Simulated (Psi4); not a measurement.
# C2HF2 (SMILES [CH]=C(F)F): a chain of runs

We compute a geometry optimisation (UTPSS-D4/def2-SVP), then vibrational wavenumbers, then the energy (UMP2/def2-TZVPP) of C2HF2. 

Program for the calculation: Psi4 1.11.

### 1 Starting point

C2HF2: 5 atoms, total charge 0, spin state doublet. As SMILES, `[CH]=C(F)F`. The start is not the relaxed shape. The run starts from this shape.

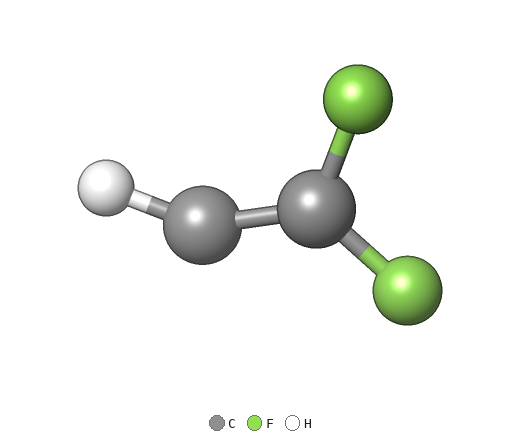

Viewed from a chosen angle; carbon grey, fluorine green, hydrogen white.

### 2 A geometry optimisation at UTPSS-D4/def2-SVP (density fitting) (run 1)

c2hf2.inp reads:

```
memory 1600 MB

molecule m {
  0 2
  C
  C 1 1.285999
  F 2 1.291134 1 125.4018
  F 2 1.303312 1 122.62885 3 169.72415
  H 1 1.090121 2 146.55841 3 172.76525
}

set globals {
  basis        def2-SVP
  reference    uks
  geom_maxiter 60
}

e, wfn = optimize("tpss-d4", return_wfn=True)
```

Started as:

```sh
$ psi4 c2hf2.inp c2hf2.out -n 1
```

c2hf2.out:

```text
Psi4 1.11 release

gradient() will perform analytic gradient computation.

   => Loading Basis Set <=

    Name: DEF2-SVP
    Role: ORBITAL
    Keyword: BASIS

   => TPSS-D4(BJ,EEQ)ATM: Empirical Dispersion <=

        a1 =       0.428223
        a2 =       4.542571
       alp =      16.000000
        s6 =       1.000000
        s8 =       1.765964
        s9 =       1.000000
        ga =       3.000000
        gc =       2.000000
        wf =       6.000000

         ---------------------------------------------------------
                                   SCF
                              UKS Reference
                        1 Threads,   1525 MiB Core
         ---------------------------------------------------------

  ==> Geometry <==

[... 232 lines left out ...]
    VV10 Nonlocal Energy =                  0.0000000000000000
[... 561 lines left out ...]
   @DF-UKS iter   0:  -276.11837333754522   -2.76118e+02   6.85477e-03
[... 286 lines left out ...]
   @DF-UKS iter  12:  -276.19438017821756   -9.66338e-13   3.61622e-09 DIIS
[... 293 lines left out ...]
    VV10 Nonlocal Energy =                  0.0000000000000000
[... 482 lines left out ...]
   @DF-UKS iter   2:  -276.19456357722885    1.22343e-05   9.21746e-05 DIIS
[... 284 lines left out ...]
    Final Occupation by Irrep:
[... 439 lines left out ...]
	  Convergence Criteria     1.00e-06 *    3.00e-04 *             o    1.20e-03 *             o
[... 4 lines left out ...]
Next Geometry in Ang
	Fragment 1 (Ang)

	    C  -0.0011497129  -0.0102693773  -1.4945431958
	    C  -0.0002647953  -0.0107294175  -0.1760229111
	    F   0.0001433216  -1.1010149953   0.5816774721
	    F   0.0005736503   1.0781689150   0.5975974900
	    H  -0.0019408889   0.6872509749  -2.3267828240

    Final optimized geometry and variables:
    Molecular point group: c1
    Full point group: C1

    Geometry (in Angstrom), charge = 0, multiplicity = 2:

    C
    C             1    1.318767
    F             2    1.327653      1  124.809902
    F             2    1.335441      1  125.359180      3  179.954728
    H             1    1.085947      2  139.946384      3  179.803804

    Psi4 run time: 0:02:33.07

[set-up sections that repeat, and orbital energies of the middle runs, are left out above]
```

On the terminal:

```text
Optimizer: Optimization complete!
```

Wall time 2.6 min (1 thread of Intel Xeon Platinum 8375C at 2.90GHz (Ice Lake), shared host); peak memory 0.67 GiB.

The path in brief:

| step | energy from the first frame kept (eV) | largest force (eV/Å) |
| --- | --- | --- |
| 0 | 0.0000 | 2.8864 |
| 1 | -0.0676 | 1.3725 |
| 2 | -0.1183 | 1.3838 |
| 3 | -0.1434 | 0.2367 |
| 4 | -0.1464 | 0.1171 |
| 5 | -0.1485 | 0.1688 |
| 6 | -0.1488 | 0.0592 |
| 7 | -0.1489 | 0.0362 |
| 8 | -0.1489 | 0.0232 |

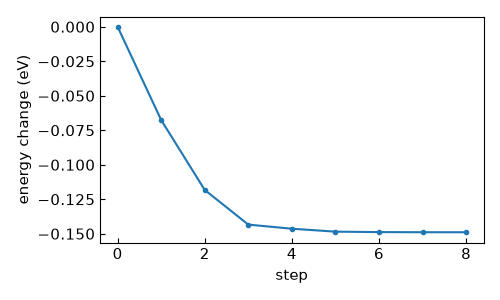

Energy along the run.

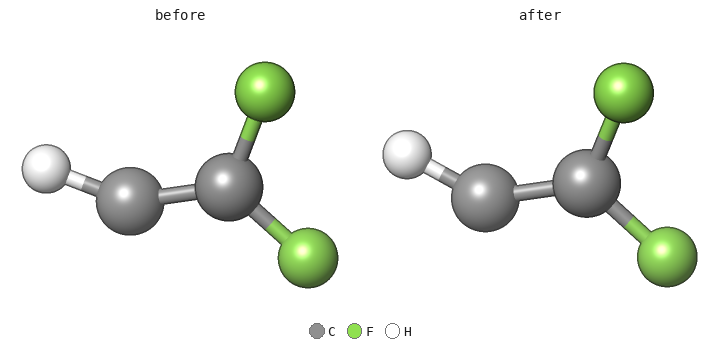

Before and after, at one scale.

After the run. Bond lengths: C1–C2 1.319 Å, C2–F3 1.328 Å, C2–F4 1.335 Å, C1–H5 1.086 Å. Angles: C1–C2–F3 124.8°, C1–C2–F4 125.4°, F3–C2–F4 109.8°, C2–C1–H5 139.9°.

### 3 Vibrational wavenumbers at UTPSS-D4/def2-SVP (density fitting) (run 2)

calc.in reads:

```
memory 1600 MB

molecule {
  0 2
  C     -0.26123574     1.71311988    -0.00212216
  C      0.29970111    -0.70365275     0.23272922
  F      1.92728632    -1.64111376     1.89607182
  F     -0.67683943    -2.57116325    -1.15558831
  H     -1.44818028     2.94750032    -1.13294372
  units bohr
}

set reference uks
set t 400.0
set rotational_symmetry_number 1

E, wfn = frequencies('tpss-d4/def2-SVP', return_wfn=True)
```

Started as:

```sh
$ psi4 -i calc.in -o calc.out -n 1
```

calc.out:

```text
Psi4 1.11 release

         ----------------------------------------------------------
                                   FINDIF
         ----------------------------------------------------------

[... 724 lines left out ...]
   @DF-UKS iter  12:  -276.19458351511071   -1.92017e-10   5.48618e-08 DIIS
[... 850 lines left out ...]
   @DF-UKS iter   3:  -276.15954587539670   -3.11432e-01   4.23993e-03 ADIIS/DIIS
[... 681 lines left out ...]
 Dipole Z            :          0.6072304           -0.8065707           -0.1993402
[... 811 lines left out ...]
    One-Electron Energy =                -596.3412302245884575
[... 824 lines left out ...]
   @Spin Contamination Metric:   1.177755588E-02
[... 826 lines left out ...]
   @DF-UKS iter   9:  -276.19458189534942   -1.23560e-06   9.83186e-06 DIIS
[... 877 lines left out ...]
    Translational S                         39.801 [cal/(mol K)]      166.527 [J/(mol K)]       0.06342679 [mEh/K] (mol. weight = 63.0046 [u], P = 101325.00 [Pa])
[... 49 lines left out ...]
  Gibbs free energy, G = H - T * S
    Electronic contrib to G beyond E_e      -0.551 [kcal/mol]       -2.305 [kJ/mol]      -0.00087803 [Eh]
    Translational contrib to G             -13.933 [kcal/mol]      -58.296 [kJ/mol]      -0.02220390 [Eh]
    Rotational contrib to G                 -8.630 [kcal/mol]      -36.106 [kJ/mol]      -0.01375214 [Eh]
    Vibrational contrib to G                13.662 [kcal/mol]       57.161 [kJ/mol]       0.02177162 [Eh]
  Correction G                              -9.452 [kcal/mol]      -39.546 [kJ/mol]      -0.01506245 [Eh]
  Total G, Gibbs energy at  400.00 [K]                                                 -276.20964621 [Eh]
  *** Absolute Gibbs energy, not a free energy of formation ***

    Psi4 run time: 0:07:47.31

[set-up sections that repeat, and orbital energies of the middle runs, are left out above]
```

Standard output:

```text
Warning: used thermodynamics relations inappropriate for low-frequency modes: ['411.6241' '505.1147' '532.0390' '607.7421']
```

It took 7.8 min on 1 thread of Intel Xeon Platinum 8375C at 2.90GHz (Ice Lake), shared host; peak memory 0.65 GiB.

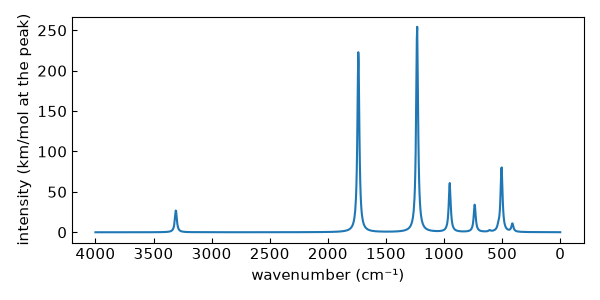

Harmonic infrared spectrum, unscaled, lines broadened by 10 cm⁻¹.

### 4 The energy at UMP2/def2-TZVPP (density fitting, density fitting for correlation) (run 3)

c2hf2.inp reads:

```
memory 1600 MB

molecule system {
  0 2
  C     -0.138240     0.906544    -0.001123
  C      0.158595    -0.372357     0.123155
  F      1.019876    -0.868440     1.003358
  F     -0.358168    -1.360601    -0.611511
  H     -0.766344     1.559750    -0.599528
  symmetry c1
}

set basis def2-TZVPP
set reference uhf
set num_frozen_docc 4

energy_value, wavefunction = energy("mp2", return_wfn=True)
print_variables()
```

Started as:

```sh
$ psi4 -n 1 c2hf2.inp c2hf2.out
```

c2hf2.out:

```text
Psi4 1.11 release

    SCF Algorithm Type (re)set to DF.

   => Loading Basis Set <=

    Name: DEF2-TZVPP
    Role: ORBITAL
    Keyword: BASIS

         ---------------------------------------------------------
                                   SCF
                              UHF Reference
                        1 Threads,   1525 MiB Core
         ---------------------------------------------------------

  ==> Geometry <==

    Molecular point group: c1
    Full point group: C1

    Geometry (in Angstrom), charge = 0, multiplicity = 2:

[... 94 lines left out ...]
   @DF-UHF iter SAD:  -274.33121042588999   -2.74331e+02   0.00000e+00
[... 7 lines left out ...]
   @DF-UHF iter   8:  -275.20649344134586   -1.17372e-03   6.30333e-05 DIIS
[... 7 lines left out ...]
   @DF-UHF iter  16:  -275.20764644838698   -2.20098e-10   2.70509e-08 DIIS
[... 10 lines left out ...]
   @S   Observed:                5.000000000E-01
[... 76 lines left out ...]
 Dipole Y            :         -2.4846459            3.0472287            0.5625828
[... 46 lines left out ...]
	 SCS Same-Spin Energy      =      -0.0665185214081479 [Eh]
[... 33 lines left out ...]
  "SCS-MP2 TOTAL ENERGY"                 =>    -275.947538909025
[... 2 lines left out ...]
  Array Variable Map:
  ----------------------------------------------------------------------------
  "CURRENT DIPOLE"                       =>      -0.277916622885 ... -0.220769545684 1 by 3
  "SCF DIPOLE"                           =>      -0.277916622885 ... -0.220769545684 1 by 3
  "SCF TOTAL ENERGIES"                   =>    -274.331210425890 ... -275.207646448410 1 by 19

    Psi4 run time: 0:00:02.39
```

Wall time 4.2 s (1 thread of Intel Xeon Platinum 8375C at 2.90GHz (Ice Lake), shared host); peak memory 0.25 GiB.

### 5 Outcome

| quantity | value |
| --- | --- |
| run 1, UTPSS-D4/def2-SVP: total energy at the end | -276.19458 Eh |
| run 1, UTPSS-D4/def2-SVP: dipole moment | 1.08 D |
| run 1, UTPSS-D4/def2-SVP: HOMO energy (highest over α and β) | -6.34 eV |
| run 1, UTPSS-D4/def2-SVP: LUMO energy (lowest over α and β) | -3.91 eV |
| run 1, UTPSS-D4/def2-SVP: dispersion energy | -7.52 kJ/mol |
| run 1, UTPSS-D4/def2-SVP: ⟨S²⟩ | 0.762 |
| run 2, UTPSS-D4/def2-SVP: lowest harmonic wavenumber | 412 cm⁻¹ |
| run 2, UTPSS-D4/def2-SVP: highest harmonic wavenumber | 3308 cm⁻¹ |
| run 2, UTPSS-D4/def2-SVP: zero-point energy | 59.9 kJ/mol |
| run 2, UTPSS-D4/def2-SVP: ideal-gas entropy at 400 K (symmetry number 1 as used) | 70.9 cal/(mol K) |
| run 3, UMP2/def2-TZVPP: total energy | -275.96835 Eh |
| run 3, UMP2/def2-TZVPP: HOMO energy (Hartree–Fock orbitals) (highest over α and β) | -10.96 eV |
| run 3, UMP2/def2-TZVPP: LUMO energy (Hartree–Fock orbitals) (lowest over α and β) | 1.79 eV |
| run 3, UMP2/def2-TZVPP: correlation energy (4 core orbitals frozen) | -760.7 mEh |
| run 3, UMP2/def2-TZVPP: ⟨S²⟩ | 0.940 |

**Reading.** The optimisation (run 1, UTPSS-D4/def2-SVP) took 9 steps and changed the energy by -0.149 eV. All 9 modes are real, so the shape is a minimum at this level. ⟨S²⟩ (run 3, UMP2/def2-TZVPP) is 0.94 where a pure doublet has 0.75: the reference is spin-contaminated.
